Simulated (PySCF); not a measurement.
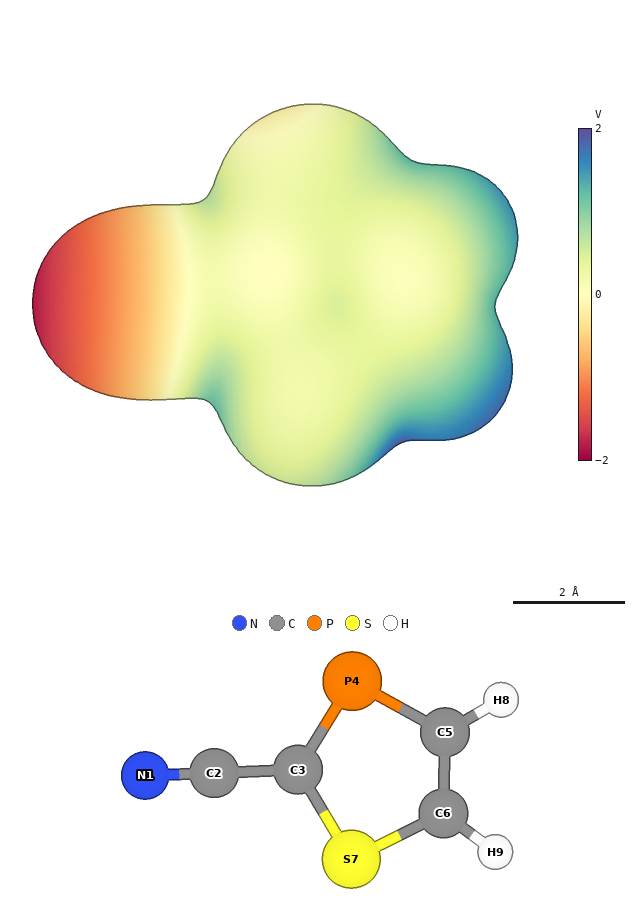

Figure 1: C4H2NPS. The molecular electrostatic potential painted on the density surface at 0.002 e/bohr³, seen across its widest extent; the colour scale runs from red (negative) to blue (positive). The bare structure is drawn below in the same view.

Geometry: GFN2-xTB.

These are results of PBE0/pcSseg-1, SCF density, gas phase, non-relativistic in PySCF 2.14.0, not measurements.

```csv
atom,x (Å),y (Å),z (Å)
N,3.5747,0.1481,0.1925
C,2.4294,0.0754,0.1357
C,1.0404,-0.0219,0.0686
P,0.1658,-1.4854,0.3561
C,-1.3862,-0.7000,0.0721
C,-1.3821,0.6192,-0.2364
S,0.1328,1.4064,-0.3245
H,-2.3080,-1.2553,0.1432
H,-2.2533,1.2194,-0.4325
```

> Where is the surface potential most negative and most positive?

The most negative region (about −1.8 V, or −42 kcal/mol for a unit charge) lies over N1, the most positive (about +1.8 V, or +42 kcal/mol for a unit charge) over C6, S7 and H9. N1 is the likeliest acceptor of a hydrogen bond.

> How polar is the molecule by this calculation?

Its dipole moment is 5.22 D.
